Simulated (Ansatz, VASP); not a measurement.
# SrTiO3 (Tausonite) in two plane-wave programs

One calculation is typed for both programs; each brings its own data sets and cutoff. How far apart do they land? The cell comes out of earlier VASP steps on this material, which relaxed, scaled or displaced it; both programs get it as it stands.

Program: Ansatz 0.2.0. Level of theory: plane waves, with VASP 6.6.1 beside it; relaxation of cell and atoms at PBE, DFT+U and zone-centre phonons at PBEsol with D3(BJ), DFT+U. Results are calculated unless marked as measured.

## Step 1: Set-up

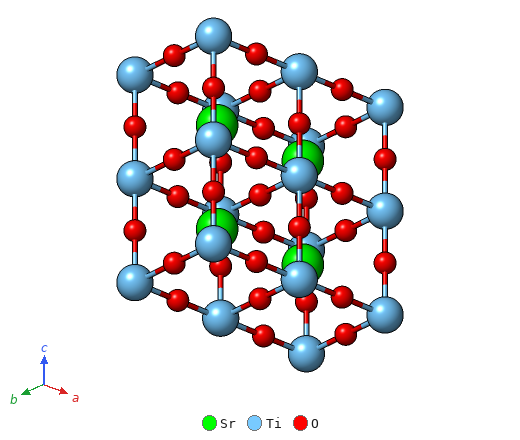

The cell as given, from a free direction (strontium green, titanium blue, oxygen red). 2×1×2 cells are drawn. Some periodic images of atoms are drawn too.

Coordinates:

```cif
data_structure
_symmetry_space_group_name_H-M 'Pm-3m'
_symmetry_Int_Tables_number 221
_cell_length_a 3.9679
_cell_length_b 3.9679
_cell_length_c 3.9679
_cell_angle_alpha 90.000
_cell_angle_beta 90.000
_cell_angle_gamma 90.000
_cell_volume 62.47
loop_
_atom_site_label
_atom_site_type_symbol
_atom_site_symmetry_multiplicity
_atom_site_Wyckoff_symbol
_atom_site_fract_x
_atom_site_fract_y
_atom_site_fract_z
_atom_site_occupancy
Sr1 Sr 1 b 0.50000 0.50000 0.50000 1
Ti1 Ti 1 a 0.00000 0.00000 0.00000 1
O1 O 3 d 0.00000 0.00000 0.50000 1
```

## Step 2: VASP: relaxation of cell and atoms, PBE, DFT+U

The relaxed volume is the usual yardstick between codes: its relative difference is about their pressure difference at one cell divided by the bulk modulus.

Lines of VASP's logs that name or quote its potential files are left out, and so is its time.

INCAR

```
SYSTEM = SrTiO3
PREC = Accurate
ENCUT = 520
EDIFF = 1E-07
NELM = 100
ISMEAR = 0
SIGMA = 0.03
LREAL = .FALSE.
ALGO = Normal
GGA = PE
NBANDS = 28
ISPIN = 2
MAGMOM = 0 1 0 0 0
LDAU = .TRUE.
LDAUTYPE = 2
LDAUL = -1 2 -1
LDAUU = 0 4 0
LDAUJ = 0 0 0
LDAUPRINT = 1
LASPH = .TRUE.
LMAXMIX = 4
LORBIT = 11
LWAVE = .FALSE.
LCHARG = .FALSE.
KPAR = 4
IBRION = 2
NSW = 50
ISIF = 3
EDIFFG = -0.002
```

POSCAR

```
SrTiO3
1.0
    3.9679194010      0.0000000000      0.0000000000
    0.0000000000      3.9679194010      0.0000000000
    0.0000000000      0.0000000000      3.9679194010
Sr Ti O
1 1 3
Direct
    0.5000000000      0.5000000000      0.5000000000
    0.0000000000      0.0000000000      0.0000000000
    0.0000000000      0.0000000000      0.5000000000
    0.0000000000      0.5000000000      0.0000000000
    0.5000000000      0.0000000000      0.0000000000
```

KPOINTS

```
Automatic mesh
0
Gamma
6 6 6
0 0 0
```

Potentials, in the order of the species: Sr_sv, Ti_sv and O (PBE family, release 64).

Launch:

```console
$ mpirun -np 4 vasp_std
```

Numbers of over 12 decimals in the logs are rounded to 6 here.

Output:

```text
[banner, memory and clock lines left out]
running    4 mpi-ranks, on    1 nodes
 distrk:  each k-point on    1 cores,    4 groups
 distr:  one band on    1 cores,    1 groups

 POSCAR found type information on POSCAR SrTiO
 POSCAR found :  3 types and       5 ions
 LDA part: xc-table for (Slater+PW92), standard interpolation
 POSCAR, INCAR and KPOINTS ok, starting setup
 FFT: planning ... GRIDC
 FFT: planning ... GRID_SOFT
 FFT: planning ... GRID
 WAVECAR not read
 entering main loop
       N       E                     dE             d eps       ncg     rms          rms(c)
DAV:   1     0.426142927288E+03    0.42614E+03   -0.20208E+04  2240   0.151E+03
DAV:   2    -0.624481173956E+01   -0.43239E+03   -0.41402E+03  2644   0.427E+02
DAV:   3    -0.465121677151E+02   -0.40267E+02   -0.39919E+02  2648   0.133E+02
DAV:   4    -0.486386684077E+02   -0.21265E+01   -0.21201E+01  3756   0.261E+01
DAV:   5    -0.486907106177E+02   -0.52042E-01   -0.52022E-01  3032   0.316E+00    0.260E+01
DAV:   6    -0.371933465778E+02    0.11497E+02   -0.55567E+01  3256   0.642E+01    0.137E+01
DAV:   7    -0.374341876356E+02   -0.24084E+00   -0.63096E+00  2824   0.149E+01    0.971E+00
DAV:   8    -0.374793744557E+02   -0.45187E-01   -0.16230E+00  2744   0.115E+01    0.305E+00
DAV:   9    -0.374226292776E+02    0.56745E-01   -0.26365E-01  2680   0.506E+00    0.112E+00
DAV:  10    -0.374161335993E+02    0.64957E-02   -0.89206E-02  2724   0.183E+00    0.713E-01
DAV:  11    -0.374137551168E+02    0.23785E-02   -0.16977E-02  2948   0.133E+00    0.199E-01
DAV:  12    -0.374135712888E+02    0.18383E-03   -0.15280E-03  2660   0.290E-01    0.102E-01
DAV:  13    -0.374135526513E+02    0.18638E-04   -0.23335E-04  2944   0.154E-01    0.715E-02
DAV:  14    -0.374135694168E+02   -0.16765E-04   -0.90757E-05  3060   0.642E-02    0.255E-02
DAV:  15    -0.374135722242E+02   -0.28074E-05   -0.12749E-05  2980   0.237E-02    0.110E-02
DAV:  16    -0.374135724131E+02   -0.18889E-06   -0.26777E-06  2976   0.115E-02    0.590E-03
DAV:  17    -0.374135724695E+02   -0.56412E-07   -0.48445E-07  2496   0.602E-03
   1 F= -.37413572E+02 E0= -.37413572E+02  d E =-.374136E+02  mag=    -0.0000
 curvature:   0.00 expect dE= 0.000E+00 dE for cont linesearch  0.000E+00
 trial: gam= 0.00000 g(F)=  0.000E+00 g(S)=  0.111E-05 ort = 0.000E+00 (trialstep = 0.100E+01)
 search vector abs. value=  0.111E-05
 reached required accuracy - stopping structural energy minimisation
```

OUTCAR, selected parts (step 2):

```text
ion  position               nearest neighbor table
   1  0.500  0.500  0.500-   3 2.81   4 2.81   5 2.81   4 2.81   5 2.81   3 2.81   5 2.81   5 2.81
                             3 2.81   4 2.81   4 2.81   3 2.81   2 3.44   2 3.44   2 3.44   2 3.44
   2  0.000  0.000  0.000-   3 1.98   4 1.98   5 1.98   3 1.98   4 1.98   5 1.98   1 3.44   1 3.44
                             1 3.44   1 3.44   1 3.44   1 3.44   1 3.44   1 3.44
   3  0.000  0.000  0.500-   2 1.98   2 1.98   1 2.81   1 2.81   1 2.81   1 2.81
   4  0.000  0.500  0.000-   2 1.98   2 1.98   1 2.81   1 2.81   1 2.81   1 2.81
   5  0.500  0.000  0.000-   2 1.98   2 1.98   1 2.81   1 2.81   1 2.81   1 2.81

  LATTYP: Found a simple cubic cell.
 ALAT       =     3.9679194010

 Subroutine GETGRP returns: Found 48 space group operations
 (whereof 48 operations were pure point group operations)

The static configuration has the point symmetry O_h .

 Found     20 irreducible k-points:

   k-points           NKPTS =     20   k-points in BZ     NKDIM =     20   number of bands    NBANDS=     28

   dimension x,y,z NGX =    30 NGY =   30 NGZ =   30
   dimension x,y,z NGXF=    60 NGYF=   60 NGZF=   60

   ENCUT  =  520.0 eV  38.22 Ry    6.18 a.u.   7.38  7.38  7.38*2*pi/ulx,y,z

   NELECT =      40.0000    total number of electrons

 k-points in reciprocal lattice and weights: Automatic mesh
   0.00000000  0.00000000  0.00000000       0.005
   0.16666667  0.00000000  0.00000000       0.028
   0.33333333  0.00000000  0.00000000       0.028
   0.50000000  0.00000000  0.00000000       0.014
   0.16666667  0.16666667  0.00000000       0.056
   0.33333333  0.16666667  0.00000000       0.111
   0.50000000  0.16666667  0.00000000       0.056
   0.33333333  0.33333333  0.00000000       0.056
   0.50000000  0.33333333  0.00000000       0.056
[...]
0.50000000  0.50000000  0.33333333       0.028
   0.50000000  0.50000000  0.50000000       0.005

atom =   2  type =  2  l = 2

 onsite density matrix

spin component  1

  0.1014 -0.0000 -0.0000 -0.0000 -0.0000
 -0.0000  0.1014  0.0000 -0.0000  0.0000
 -0.0000  0.0000  0.2441  0.0000  0.0000
 -0.0000 -0.0000  0.0000  0.1014  0.0000
 -0.0000  0.0000  0.0000  0.0000  0.2441

spin component  2

 occupancies and eigenvectors

  o =  0.1014  v =  0.0000  0.8176 -0.0000  0.5758 -0.0000  0.0000  0.0000  0.0000  0.0000  0.0000      0.0000  0.0000  0.0000  0.0000  0.0000  0.0000  0.0000  0.0000  0.0000  0.0000
  o =  0.1014  v =  0.0000 -0.5758  0.0000  0.8176 -0.0000  0.0000  0.0000  0.0000  0.0000  0.0000      0.0000  0.0000  0.0000  0.0000  0.0000  0.0000  0.0000  0.0000  0.0000  0.0000
  o =  0.1014  v =  1.0000  0.0000  0.0000  0.0000  0.0000  0.0000  0.0000  0.0000  0.0000  0.0000      0.0000  0.0000  0.0000  0.0000  0.0000  0.0000  0.0000  0.0000  0.0000  0.0000
  o =  0.1014  v =  0.0000  0.0000  0.0000  0.0000  0.0000  0.0000  0.9933  0.0000  0.1159  0.0000      0.0000  0.0000  0.0000  0.0000  0.0000  0.0000  0.0000  0.0000  0.0000  0.0000
  o =  0.1014  v =  0.0000  0.0000  0.0000  0.0000  0.0000  0.0000  0.1159 -0.0000 -0.9933 -0.0000      0.0000  0.0000  0.0000  0.0000  0.0000  0.0000  0.0000  0.0000  0.0000  0.0000
  o =  0.1014  v =  0.0000  0.0000  0.0000  0.0000  0.0000  1.0000  0.0000  0.0000  0.0000  0.0000      0.0000  0.0000  0.0000  0.0000  0.0000  0.0000  0.0000  0.0000  0.0000  0.0000
  o =  0.2441  v =  0.0000  0.0000  1.0000  0.0000 -0.0090  0.0000  0.0000  0.0000  0.0000  0.0000      0.0000  0.0000  0.0000  0.0000  0.0000  0.0000  0.0000  0.0000  0.0000  0.0000
  o =  0.2441  v =  0.0000  0.0000 -0.0090 -0.0000 -1.0000  0.0000  0.0000  0.0000  0.0000  0.0000      0.0000  0.0000  0.0000  0.0000  0.0000  0.0000  0.0000  0.0000  0.0000  0.0000
  o =  0.2441  v =  0.0000  0.0000  0.0000  0.0000  0.0000  0.0000  0.0000  1.0000  0.0000  0.0048      0.0000  0.0000  0.0000  0.0000  0.0000  0.0000  0.0000  0.0000  0.0000  0.0000
  o =  0.2441  v =  0.0000  0.0000  0.0000  0.0000  0.0000  0.0000  0.0000  0.0048  0.0000 -1.0000      0.0000  0.0000  0.0000  0.0000  0.0000  0.0000  0.0000  0.0000  0.0000  0.0000

 average (electrostatic) potential at core
       1 -34.9806       2 -78.0379       3 -69.6633       4 -69.6633       5 -69.6633

 E-fermi :   4.0492

 spin component 1
 k-point     1 :       0.0000    0.0000    0.0000
  band No.  band energies     occupation
    ...
     16       2.8109      1.00000
     17       2.8109      1.00000
     18       3.4784      1.00000
     19       3.4784      1.00000
     20       3.4784      1.00000
     21       6.1872      0.00000
     22       6.1872      0.00000
     23       6.1872      0.00000
     24       7.9217      0.00000
     25       7.9217      0.00000
    ...

 k-point     2 :       0.1667    0.0000    0.0000
  band No.  band energies     occupation
    ...
     16       2.5243      1.00000
     17       2.5969      1.00000
     18       2.7877      1.00000
     19       3.3458      1.00000
     20       3.3458      1.00000
     21       6.2296      0.00000
     22       6.6797      0.00000
     23       6.6797      0.00000
     24       7.9242      0.00000
     25       8.5922      0.00000
    ...

 k-point     3 :       0.3333    0.0000    0.0000
  band No.  band energies     occupation
    ...
     16       2.0129      1.00000
     17       2.0129      1.00000
     18       2.2216      1.00000
     19       3.1805      1.00000
     20       3.1805      1.00000
     21       6.3180      0.00000
     22       7.5227      0.00000
     23       7.5227      0.00000
     24       7.9282      0.00000
     25       9.5264      0.00000
    ...

 k-point     4 :       0.5000    0.0000    0.0000
  band No.  band energies     occupation
    ...
     16       1.7740      1.00000
     17       1.7740      1.00000
     18       2.0538      1.00000
     19       3.1153      1.00000
     20       3.1153      1.00000
     21       6.3641      0.00000
     22       7.9135      0.00000
     23       7.9135      0.00000
     24       7.9300      0.00000
     25       9.9080      0.00000
    ...

 k-point     5 :       0.1667    0.1667    0.0000
  band No.  band energies     occupation
    ...
     16       2.3128      1.00000
     17       2.6155      1.00000
     18       2.7833      1.00000
     19       3.0903      1.00000
     20       3.1440      1.00000
     21       6.6540      0.00000
     22       6.7605      0.00000
     23       6.9456      0.00000
     24       8.2473      0.00000
     25       8.9970      0.00000
    ...

 k-point     6 :       0.3333    0.1667    0.0000
  band No.  band energies     occupation
    ...
     16       1.8792      1.00000
     17       2.1115      1.00000
     18       2.7171      1.00000
     19       2.8958      1.00000
     20       2.9900      1.00000
     21       6.7641      0.00000
     22       7.5353      0.00000
     23       7.5944      0.00000
     24       8.3486      0.00000
     25       9.9054      0.00000
    ...

  Total        0.0061911      0.0061911      0.0061911     -0.0000000     -0.0000000      0.0000000
  in kB        0.1587774      0.1587774      0.1587774     -0.0000000     -0.0000000      0.0000000
  external PRESSURE =       0.1587774 kB  Pullay stress =       0.0000000 kB

  energy-cutoff  :      520.00
  volume of cell :       62.47
      direct lattice vectors                 reciprocal lattice vectors
     3.967919401  0.000000000  0.000000000     0.252021248  0.000000000  0.000000000
     0.000000000  3.967919401  0.000000000     0.000000000  0.252021248  0.000000000
     0.000000000  0.000000000  3.967919401     0.000000000  0.000000000  0.252021248

 POSITION                                       TOTAL-FORCE (eV/Angst)
 -----------------------------------------------------------------------------------
      1.98396      1.98396      1.98396         0.000000      0.000000      0.000000
      0.00000      0.00000      0.00000         0.000000      0.000000      0.000000
      0.00000      0.00000      1.98396         0.000000      0.000000      0.000000
      0.00000      1.98396      0.00000         0.000000      0.000000      0.000000
      1.98396      0.00000      0.00000         0.000000      0.000000      0.000000
 -----------------------------------------------------------------------------------
    total drift:                                0.000000     -0.000000      0.000000

  FREE ENERGIE OF THE ION-ELECTRON SYSTEM (eV)
  ---------------------------------------------------
  free  energy   TOTEN  =       -37.4135724695 eV

  energy  without entropy=      -37.4135724695  energy(sigma->0) =      -37.41357247

 reached required accuracy - stopping structural energy minimisation

 total charge
# of ion       s       p       d       tot
------------------------------------------
    1        1.997   5.789   0.186   7.972
    2        2.226   6.301   1.559  10.086
    3        1.561   3.488   0.000   5.049
    4        1.561   3.488   0.000   5.049
    5        1.561   3.488   0.000   5.049
--------------------------------------------------
tot          8.906  22.554   1.745  33.205

 magnetization (x)
# of ion       s       p       d       tot
------------------------------------------
    1       -0.000   0.000  -0.000  -0.000
    2        0.000  -0.000  -0.000  -0.000
    3        0.000   0.000   0.000   0.000
    4        0.000   0.000   0.000   0.000
    5        0.000   0.000   0.000   0.000
--------------------------------------------------
tot          0.000   0.000  -0.000   0.000

[... 2 further parts left out ...]
```

(Continued in part 2 of 2.)

[Lines on the potential files, build, host, timing and source positions are cut from VASP's logs without a mark.]

[Logs are printed without paths, hosts, clocks, repeated set-up lines and the standing remarks that a program may print on its own settings, such as how far it seeks lower states.]

[Hosts, paths, dates, database ids (printed as entryN), source tags and the programs' standing remarks are cut or masked in the printed files.]
